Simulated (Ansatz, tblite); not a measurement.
# The cluster Hf3O6: a ladder of methods and basis sets

How do method and basis change the picture of the cluster Hf3O6 (singlet)?

Program: Ansatz 0.2.0, Gaussian basis. Level of theory: as each input shows. These are calculated values, not measurements.

Levels to be run: GFN1-xTB, GFN2-xTB, PBE-D4/def2-TZVP, r2SCAN-D4/def2-TZVP, LC-ωPBE/def2-TZVP, LDA/def2-TZVP, PBE-D4/def2-SVP, PBE0-D4/def2-SVP, MP2/def2-TZVP.

2 further runs of the same task are left out: 2 set aside as unsound or not needed.

## Step 1: The geometry

The singlet was relaxed beforehand with PBE-D4/def2-SVP. At that level it is the lowest of the isomers that a small search found.

9 atoms, charge 0, spin multiplicity 1.

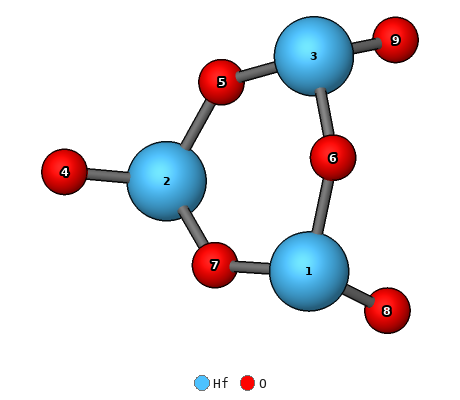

The structure; hafnium blue, oxygen red; atoms are numbered from 1 in the order of the file.

Hf takes a core potential in the def2 sets. No spin-orbit coupling is included.

PBE0-D4/def2-TZVP was run before; its log isn't repeated, and its numbers join the tables.

## Step 2: GFN1-xTB

Tight binding, by tblite at 300 K electronic temperature and without a spin-polarisation term:

```python
tblite.interface.Calculator('GFN1-xTB', numbers, positions, charge=0, uhf=0).singlepoint()
```

Energy -865.1645 eV, HOMO -12.08 eV, LUMO -9.10 eV; 0.01 s.

## Step 3: GFN2-xTB

Tight binding, by tblite at 300 K electronic temperature and without a spin-polarisation term:

```python
tblite.interface.Calculator('GFN2-xTB', numbers, positions, charge=0, uhf=0).singlepoint()
```

Energy -785.7965 eV, HOMO -11.61 eV, LUMO -8.70 eV; 0.012 s.

## Step 4: PBE-D4/def2-TZVP

start.molden holds the orbitals of an earlier run on this state, given as this run's starting guess.

Input file in.yaml:

```yaml
crystal:
  periodic: [false, false, false]
  atoms:
    - {symbol: Hf, position_ang: [0.304290, -2.084860, 0.375617]}
    - {symbol: Hf, position_ang: [-1.848834, 0.675724, -0.664869]}
    - {symbol: Hf, position_ang: [1.450724, 1.364627, 0.758018]}
    - {symbol: O, position_ang: [-3.280516, 1.073945, 0.335017]}
    - {symbol: O, position_ang: [-0.343985, 1.753381, 0.031671]}
    - {symbol: O, position_ang: [1.374286, -0.586138, 1.109872]}
    - {symbol: O, position_ang: [-1.346198, -1.188010, -0.232775]}
    - {symbol: O, position_ang: [1.102552, -2.659519, -1.119203]}
    - {symbol: O, position_ang: [2.587681, 1.650860, -0.593359]}
basis:
  gaussian: {orbitals: def2-TZVP, initial_orbitals: start.molden}
hamiltonian: {xc: pbe, dispersion: d4}
scf: {omitted_lower_state_checks: [starts]}
output: {orbitals: {seedname: orbitals}}
```

Launch:

```sh
> ansatz run in.yaml --threads 4 --pin off --events-out ev --progress --plain --max-ram 6963MiB
```

The program printed:

```text
Functional definition: PBE
  name "PBE"
  cite "Perdew, Burke & Ernzerhof, Phys. Rev. Lett. 77, 3865 (1996) doi:10.1103/PhysRevLett.77.3865"
  parent pbe
  parameter kappa = 0.804
  parameter beta = 0.06672455060314922
  exchange = pbe_x(kappa = kappa, mu = beta*pi^2/3)
  correlation = pbe_c(beta = beta)
these checks for a lower state are left out or cut short: starts
1941 factors; their error is unknown
mean field evaluation 1: about -16209.3691 eV, gradient 1.4e1 eV
mean field evaluation 2: about -16209.7250 eV, gradient 3.9e-1 eV
mean field evaluation 4: about -16209.7131 eV, gradient 1.0e-1 eV
mean field -16209.71312259 eV, -595.6959699170 hartree, gradient 3.8e-5 eV, S^2 0.000000; 0 other end points of the search recorded, 0 dependent functions left out
reference -16209.71318161 eV, -595.6959720860 hartree; 42, 42 occupied and 264, 264 virtual orbitals, 1941 factors
Total energy: -16210.05662100 eV, -595.7085932507 hartree
Checks for a lower state left out: starts
```

It took 2.5 s on 4 threads of Intel Xeon 6975P-C, shared host.

HOMO -5.85 eV, LUMO -3.46 eV.

## Step 5: r2SCAN-D4/def2-TZVP

in.yaml, as its differences from that of step 4:

```diff
@@ -14,3 +14,3 @@
   gaussian: {orbitals: def2-TZVP, initial_orbitals: start.molden}
-hamiltonian: {xc: pbe, dispersion: d4}
+hamiltonian: {xc: r2scan, dispersion: d4}
 scf: {omitted_lower_state_checks: [starts]}
```

Launched as before.

The program printed:

```text
Functional definition: r2SCAN
  name "r2SCAN"
  cite "Furness, Kaplan, Ning, Perdew & Sun, J. Phys. Chem. Lett. 11, 8208 (2020) doi:10.1021/acs.jpclett.0c02405"
  cite "Furness, Kaplan, Ning, Perdew & Sun, J. Phys. Chem. Lett. 11, 9248 (2020) doi:10.1021/acs.jpclett.0c03077"
  parent r2scan
  parameter k0 = 0.174
  parameter k1 = 0.065
  parameter a1 = 4.9479
  exchange = r2scan_x(k0 = k0, k1 = k1, a1 = a1)
  correlation = r2scan_c
these checks for a lower state are left out or cut short: starts
1941 factors; their error is unknown
mean field evaluation 1: about -16216.2219 eV, gradient 7.0e0 eV
mean field evaluation 2: about -16216.3146 eV, gradient 1.1e-1 eV
mean field evaluation 4: about -16216.3015 eV, gradient 2.3e-4 eV
mean field -16216.30149888 eV, -595.9380882799 hartree, gradient 9.9e-6 eV, S^2 0.000000; 0 other end points of the search recorded, 0 dependent functions left out
reference -16216.30151719 eV, -595.9380889527 hartree; 42, 42 occupied and 264, 264 virtual orbitals, 1941 factors
Total energy: -16216.38537149 eV, -595.9411705416 hartree
Checks for a lower state left out: starts
```

Wall time 4.6 s (4 threads of Intel Xeon 6975P-C, shared host).

Report: HOMO -6.07 eV, LUMO -3.05 eV.

## Step 6: LC-ωPBE/def2-TZVP

in.yaml, as its differences from that of step 5:

```diff
@@ -14,3 +14,3 @@
   gaussian: {orbitals: def2-TZVP, initial_orbitals: start.molden}
-hamiltonian: {xc: r2scan, dispersion: d4}
+hamiltonian: {xc: {name: LC-wPBE}}
 scf: {omitted_lower_state_checks: [starts]}
```

Same command.

The program printed (excerpt; [...] marks lines left out):

```text
Functional definition: LC-wPBE
  name "LC-wPBE"
  cite "Vydrov & Scuseria, J. Chem. Phys. 125, 234109 (2006) doi:10.1063/1.2409292"
  cite "Heyd & Scuseria, J. Chem. Phys. 120, 7274 (2004) doi:10.1063/1.1668634"
  cite "Ernzerhof & Perdew, J. Chem. Phys. 109, 3313 (1998) doi:10.1063/1.476928"
  cite "Perdew, Burke & Ernzerhof, Phys. Rev. Lett. 77, 3865 (1996) doi:10.1103/PhysRevLett.77.3865"
  parent pbe
[...]
1941 factors; their error is unknown
594 factors; integrals over basis functions are off by at most 2.4e-5 eV
[...]
mean field -16212.83368944 eV, -595.8106486336 hartree, gradient 1.0e-5 eV, S^2 0.000000; 0 other end points of the search recorded, 0 dependent functions left out
reference -16212.83368945 eV, -595.8106486339 hartree; 42, 42 occupied and 264, 264 virtual orbitals, 1941 factors
Total energy: -16212.83368945 eV, -595.8106486339 hartree
Checks for a lower state left out: starts
```

Wall time 3.9 s (4 threads of Intel Xeon 6975P-C, shared host); peak memory 0.87 GiB.

Report: HOMO -9.91 eV, LUMO -0.91 eV.

## Step 7: LDA/def2-TZVP

in.yaml, as its differences from that of step 6:

```diff
@@ -14,3 +14,3 @@
   gaussian: {orbitals: def2-TZVP, initial_orbitals: start.molden}
-hamiltonian: {xc: {name: LC-wPBE}}
+hamiltonian: {xc: lda}
 scf: {omitted_lower_state_checks: [starts]}
```

The command is unchanged.

The program printed:

```text
Functional definition: SPW92
  name "SPW92"
  cite "Dirac, Proc. Camb. Phil. Soc. 26, 376 (1930) doi:10.1017/S0305004100016108"
  cite "Slater, Phys. Rev. 81, 385 (1951) doi:10.1103/PhysRev.81.385"
  cite "Perdew & Wang, Phys. Rev. B 45, 13244 (1992) doi:10.1103/PhysRevB.45.13244"
  exchange = slater_x
  correlation = pw_c
these checks for a lower state are left out or cut short: starts
1941 factors; their error is unknown
mean field evaluation 1: about -16124.4576 eV, gradient 5.7e1 eV
mean field evaluation 2: about -16125.3486 eV, gradient 1.5e0 eV
mean field evaluation 4: about -16125.3549 eV, gradient 1.1e-1 eV
mean field -16125.35494701 eV, -592.5958641444 hartree, gradient 4.3e-5 eV, S^2 0.000000; 0 other end points of the search recorded, 0 dependent functions left out
reference -16125.35500298 eV, -592.5958662013 hartree; 42, 42 occupied and 264, 264 virtual orbitals, 1941 factors
Total energy: -16125.35500298 eV, -592.5958662013 hartree
Checks for a lower state left out: starts
```

Wall time 1.6 s (4 threads of Intel Xeon 6975P-C, shared host).

Report: HOMO -6.14 eV, LUMO -3.68 eV.

## Step 8: PBE-D4/def2-SVP

in.yaml, as its differences from that of step 7:

```diff
@@ -13,4 +13,4 @@
 basis:
-  gaussian: {orbitals: def2-TZVP, initial_orbitals: start.molden}
-hamiltonian: {xc: lda}
+  gaussian: {orbitals: def2-SVP, initial_orbitals: start.molden}
+hamiltonian: {xc: pbe, dispersion: d4}
 scf: {omitted_lower_state_checks: [starts]}
```

Same command.

The program printed:

```text
Functional definition: PBE
  name "PBE"
  cite "Perdew, Burke & Ernzerhof, Phys. Rev. Lett. 77, 3865 (1996) doi:10.1103/PhysRevLett.77.3865"
  parent pbe
  parameter kappa = 0.804
  parameter beta = 0.06672455060314922
  exchange = pbe_x(kappa = kappa, mu = beta*pi^2/3)
  correlation = pbe_c(beta = beta)
these checks for a lower state are left out or cut short: starts
1800 factors; their error is unknown
mean field evaluation 1: about -16193.3311 eV, gradient 4.7e1 eV
mean field evaluation 2: about -16194.3907 eV, gradient 1.8e0 eV
mean field evaluation 4: about -16194.2534 eV, gradient 4.9e-1 eV
mean field evaluation 8: about -16194.2536 eV, gradient 2.1e-5 eV
mean field -16194.25361982 eV, -595.1278436690 hartree, gradient 2.1e-5 eV, S^2 0.000000; 0 other end points of the search recorded, 0 dependent functions left out
reference -16194.25368068 eV, -595.1278459057 hartree; 42, 42 occupied and 138, 138 virtual orbitals, 1800 factors
Total energy: -16194.59712007 eV, -595.1404670704 hartree
Checks for a lower state left out: starts
```

It took 1.6 s on 4 threads of Intel Xeon 6975P-C, shared host.

HOMO -5.84 eV, LUMO -3.37 eV.

## Step 9: PBE0-D4/def2-SVP

in.yaml, as its differences from that of step 8:

```diff
@@ -14,3 +14,3 @@
   gaussian: {orbitals: def2-SVP, initial_orbitals: start.molden}
-hamiltonian: {xc: pbe, dispersion: d4}
+hamiltonian: {xc: pbe0, dispersion: d4}
 scf: {omitted_lower_state_checks: [starts]}
```

Launched as before.

The program printed:

```text
Functional definition: PBE0
  name "PBE0"
  cite "Adamo & Barone, J. Chem. Phys. 110, 6158 (1999) doi:10.1063/1.478522"
  cite "Perdew, Burke & Ernzerhof, Phys. Rev. Lett. 77, 3865 (1996) doi:10.1103/PhysRevLett.77.3865"
  parent pbe
  parameter a = 0.25
  parameter kappa = 0.804
  parameter beta = 0.06672455060314922
  exchange = (1 - a)*pbe_x(kappa = kappa, mu = beta*pi^2/3) + a*exact_x
  correlation = pbe_c(beta = beta)
these checks for a lower state are left out or cut short: starts
1899 factors; their error is unknown
mean field evaluation 1: about -16188.7980 eV, gradient 4.6e1 eV
mean field evaluation 2: about -16189.3970 eV, gradient 1.2e0 eV
mean field evaluation 4: about -16189.6831 eV, gradient 2.4e-1 eV
mean field evaluation 8: about -16189.6832 eV, gradient 1.2e-5 eV
mean field -16189.68320225 eV, -594.9598839211 hartree, gradient 1.2e-5 eV, S^2 0.000000; 0 other end points of the search recorded, 0 dependent functions left out
reference -16189.68325026 eV, -594.9598856857 hartree; 42, 42 occupied and 138, 138 virtual orbitals, 1899 factors
Total energy: -16189.98392039 eV, -594.9709351089 hartree
Checks for a lower state left out: starts
```

It took 2.4 s on 4 threads of Intel Xeon 6975P-C, shared host; peak memory 0.72 GiB.

Report: HOMO -7.24 eV, LUMO -2.72 eV.

## Step 10: MP2/def2-TZVP

in.yaml, as its differences from that of step 9:

```diff
@@ -13,4 +13,4 @@
 basis:
-  gaussian: {orbitals: def2-SVP, initial_orbitals: start.molden}
-hamiltonian: {xc: pbe0, dispersion: d4}
+  gaussian: {orbitals: def2-TZVP, initial_orbitals: start.molden}
+correlation: {method: mp2}
 scf: {omitted_lower_state_checks: [starts]}
```

The command is unchanged.

The program printed:

```text
Functional definition: HF
  name "HF"
  cite "Fock, Z. Phys. 61, 126 (1930) doi:10.1007/BF01340294"
  parent pbe
  exchange = exact_x
  correlation = 0
these checks for a lower state are left out or cut short: starts
2292 factors; integrals over basis functions are off by at most 7.7e-4 eV
mean field evaluation 1: about -16111.5712 eV, gradient 3.8e1 eV
mean field evaluation 2: about -16113.9807 eV, gradient 2.9e0 eV
mean field evaluation 4: about -16114.8279 eV, gradient 3.3e0 eV
mean field evaluation 8: about -16114.8453 eV, gradient 9.0e-4 eV
mean field -16114.84533310 eV, -592.2096429568 hartree, gradient 1.1e-6 eV, S^2 0.000000; 0 other end points of the search recorded, 0 dependent functions left out
6 core orbitals not correlated: weight in the atoms' cores, before any rotation towards them, 1.000 or more for the frozen orbitals, at most 0.000 for the correlated occupied ones
reference -16114.84533310 eV, -592.2096429568 hartree; 36, 36 occupied and 264, 264 virtual orbitals, 2292 factors
second order -63.20119656 eV of doubles, -0.00000000 eV of singles
Total energy: -16178.04652966 eV, -594.5322440911 hartree
Checks for a lower state left out: starts
```

Wall time 6 s (4 threads of Intel Xeon 6975P-C, shared host); peak memory 1.1 GiB.

Hartree-Fock HOMO -10.70 eV, LUMO -0.74 eV.

## Step 11: Levels side by side

```tsv
level	functions	HOMO (eV)	LUMO (eV)	gap (eV)	time
LDA/def2-TZVP	306	-6.14	-3.68	2.46	1.6 s
PBE-D4/def2-SVP	180	-5.84	-3.37	2.47	1.6 s
PBE-D4/def2-TZVP	306	-5.85	-3.46	2.39	2.5 s
r2SCAN-D4/def2-TZVP	306	-6.07	-3.05	3.02	4.6 s
PBE0-D4/def2-SVP	180	-7.24	-2.72	4.52	2.4 s
PBE0-D4/def2-TZVP	306	-7.23	-2.79	4.45	8 s
LC-ωPBE/def2-TZVP	306	-9.91	-0.91	9.00	3.9 s
```

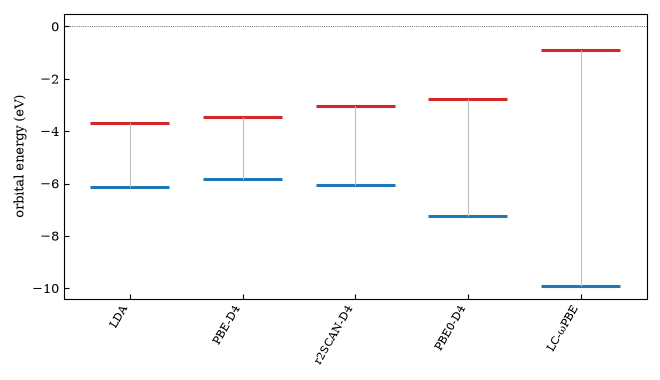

Highest filled (blue) and lowest empty (red) level in def2-TZVP.

The pieces so far (eV):

```tsv
basis	HF	MP2 correlation	total
def2-TZVP	-16114.8453	-63.2012	-16178.0465 (MP2)
```

## Step 12: Binding energy

Free atoms were run apart at each level; binding is atoms less cluster, divided by the number of atoms, without zero-point or spin-orbit terms.

```tsv
level	binding an atom (eV)
HF/def2-TZVP	3.665
LDA/def2-TZVP	6.925
PBE-D4/def2-SVP	6.202
PBE-D4/def2-TZVP	6.151
r2SCAN-D4/def2-TZVP	5.979
PBE0-D4/def2-SVP	5.773
PBE0-D4/def2-TZVP	5.767
LC-ωPBE/def2-TZVP	5.888
MP2/def2-TZVP	6.202
```

## Step 13: Summary of results

| quantity | value |
| --- | --- |
| gap in def2-TZVP, named functionals, smallest and largest | 2.39 eV (PBE-D4), 9.00 eV (LC-ωPBE) |
| correlation energy, MP2/def2-TZVP | -63.20 eV |
| binding an atom, functionals in def2-TZVP | 5.77 (PBE0-D4) to 6.93 eV (LDA) |
| PBE0 total energy, smallest basis above largest | 15.67 eV (def2-SVP, def2-TZVP) |

In words: Orbital gaps of the named functionals in def2-TZVP span 2.39 eV (PBE-D4) to 9.00 eV (LC-ωPBE); exact exchange widens it.

The slowest run with a step of its own, MP2/def2-TZVP, took 6 s; the quickest functional in def2-TZVP took 1.6 s (shared host).
